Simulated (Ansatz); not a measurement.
**C2HBrClF3 (1-bromo-2-chloro-1,1,2-trifluoroethane) at B3LYP/6-31G(d) (Cartesian functions)**

Aim: the vertical ionisation energy of C2HBrClF3 (1-bromo-2-chloro-1,1,2-trifluoroethane) at B3LYP/6-31G* (Cartesian functions), from 2 runs. 

The results are computed with Ansatz 0.2.0.

75 further runs of the same task are left out: 75 set aside as unsound or not needed. Runs told in other sessions of the task aren't counted.

**1. The system as given**

C2HBrClF3: 8 atoms, total charge 0, spin state singlet. As SMILES, `FC(Cl)C(F)(F)Br`. The coordinates come from a PBE0-D4/def2-TZVP relaxation. This is one conformer, not always the lowest.

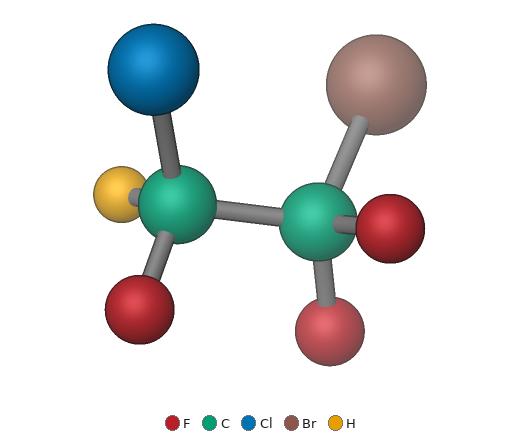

The structure, seen from a chosen angle (fluorine red, carbon teal, chlorine blue, bromine brown, hydrogen amber).

**2. The energy at B3LYP/6-31G(d) (Cartesian functions)**

Contents of in.yaml:

```yaml
crystal:
  periodic: [false, false, false]
  atoms:
    - {symbol: F, position_ang: [-1.692160, 0.575860, 0.294420]}
    - {symbol: C, position_ang: [-0.343460, 0.663460, 0.266470]}
    - {symbol: Cl, position_ang: [0.271090, 0.913030, 1.889830]}
    - {symbol: C, position_ang: [0.193990, -0.637660, -0.349380]}
    - {symbol: F, position_ang: [-0.398000, -0.809060, -1.534240]}
    - {symbol: F, position_ang: [-0.094210, -1.686920, 0.410710]}
    - {symbol: Br, position_ang: [2.109260, -0.528030, -0.623470]}
    - {symbol: H, position_ang: [-0.046530, 1.509320, -0.354330]}
basis:
  gaussian:
    orbitals: "6-31G*"
hamiltonian:
  xc: {name: B3LYP}
accuracy: high
output: {orbitals: {seedname: orbitals}}
```

Command:

```sh
$ ansatz run in.yaml --threads 1 --pin off --max-ram 3480MiB --events-out events.jsonl --progress --plain --runs-dir runs
```

The program printed:

```text
Warning: RAYON_NUM_THREADS=1 ignored (pool sized by the plan → 1); use --threads N
Functional definition: B3LYP
  name "B3LYP"
  parameter a0 = 0.2
  parameter ax = 0.72
  parameter ac = 0.81
  exchange = (1 - a0 - ax)*slater_x + ax*b88_x + a0*exact_x
  correlation = (1 - ac)*vwn_rpa_c + ac*lyp_c
2747 factors; integrals over basis functions are off by at most 7.5e-9 eV
mean field evaluation 1: about -92799.4550 eV, gradient 3.6e1 eV
mean field evaluation 2: about -92797.2865 eV, gradient 5.3e1 eV
mean field evaluation 4: about -92801.2966 eV, gradient 1.7e0 eV
mean field evaluation 8: about -92801.3887 eV, gradient 1.5e-1 eV
mean field evaluation 16: about -92801.3887 eV, gradient 7.5e-5 eV
mean field -92801.38873674 eV, -3410.3881330345 hartree, gradient 5.3e-8 eV, S^2 0.000000; 0 other end points of the search recorded, 0 dependent functions left out
reference -92801.38877049 eV, -3410.3881342748 hartree; 46, 46 occupied and 85, 85 virtual orbitals, 2747 factors
Total energy: -92801.38877049 eV, -3410.3881342748 hartree
```

Run time: 11 s. Hardware: 1 thread of Intel Xeon 6975P-C (Granite Rapids), shared host; peak memory 0.63 GiB.

**3. The doublet cation, same level**

Contents of run.yaml:

```yaml
crystal:
  periodic: [false, false, false]
  atoms:
    - symbol: F
      position_ang: [-1.692160, 0.575860, 0.294420]
    - symbol: C
      position_ang: [-0.343460, 0.663460, 0.266470]
    - symbol: Cl
      position_ang: [0.271090, 0.913030, 1.889830]
    - symbol: C
      position_ang: [0.193990, -0.637660, -0.349380]
    - symbol: F
      position_ang: [-0.398000, -0.809060, -1.534240]
    - symbol: F
      position_ang: [-0.094210, -1.686920, 0.410710]
    - symbol: Br
      position_ang: [2.109260, -0.528030, -0.623470]
    - symbol: H
      position_ang: [-0.046530, 1.509320, -0.354330]
basis:
  gaussian: {orbitals: "6-31G*"}
total_charge: 1
magnetization: {spin_polarized: true, initial_magnetization: 1}
hamiltonian: {xc: {name: B3LYP}}
accuracy: high
output: {orbitals: {seedname: orbitals}}
```

Command:

```sh
$ ansatz run run.yaml --threads 1 --pin off --max-ram 3480MiB --events-out events.jsonl --progress --plain --runs-dir runs
```

The program printed:

```text
Warning: RAYON_NUM_THREADS=1 ignored (pool sized by the plan → 1); use --threads N
Functional definition: B3LYP
  name "B3LYP"
  parameter a0 = 0.2
  parameter ax = 0.72
  parameter ac = 0.81
  exchange = (1 - a0 - ax)*slater_x + ax*b88_x + a0*exact_x
  correlation = (1 - ac)*vwn_rpa_c + ac*lyp_c
2745 factors; integrals over basis functions are off by at most 7.5e-9 eV
mean field evaluation 1: about -92782.5860 eV, gradient 4.6e1 eV
mean field evaluation 2: about -92746.7944 eV, gradient 1.0e2 eV
mean field evaluation 4: about -92790.0324 eV, gradient 6.2e0 eV
mean field evaluation 8: about -92790.3172 eV, gradient 5.4e-1 eV
mean field evaluation 16: about -92790.4040 eV, gradient 3.8e-2 eV
mean field evaluation 32: about -92790.4061 eV, gradient 9.5e-9 eV
mean field evaluation 64: about -92790.3960 eV, gradient 1.1e-1 eV
mean field -92790.40605297 eV, -3409.9845268505 hartree, gradient 1.1e-8 eV, S^2 0.752687; 8 other end points of the search recorded, 0 dependent functions left out
reference -92790.40608636 eV, -3409.9845280775 hartree; 46, 45 occupied and 85, 86 virtual orbitals, 2745 factors
Total energy: -92790.40608636 eV, -3409.9845280775 hartree
```

It took 46 s on 1 thread of Intel Xeon 6975P-C (Granite Rapids), shared host; peak memory 0.92 GiB.

**4. What came out**

At B3LYP/6-31G* (Cartesian functions):

| quantity | value |
| --- | --- |
| singlet C2HBrClF3: total energy | -3410.38813 Eh |
| singlet C2HBrClF3: HOMO energy | -8.48 eV |
| singlet C2HBrClF3: LUMO energy | -1.02 eV |
| singlet C2HBrClF3: HOMO–LUMO gap | 7.46 eV |
| doublet cation: total energy | -3409.98453 Eh |
| doublet cation: HOMO energy (highest over α and β) | -14.77 eV |
| doublet cation: LUMO energy (lowest over α and β) | -13.42 eV |
| doublet cation: ⟨S²⟩ | 0.753 |
| vertical ionisation energy (to the doublet cation) | 10.983 eV |

What this shows: Removing an electron at fixed nuclei costs 10.98 eV (253 kcal/mol). The negative HOMO energy of the first species, 8.48 eV, lies 2.51 eV below that difference.
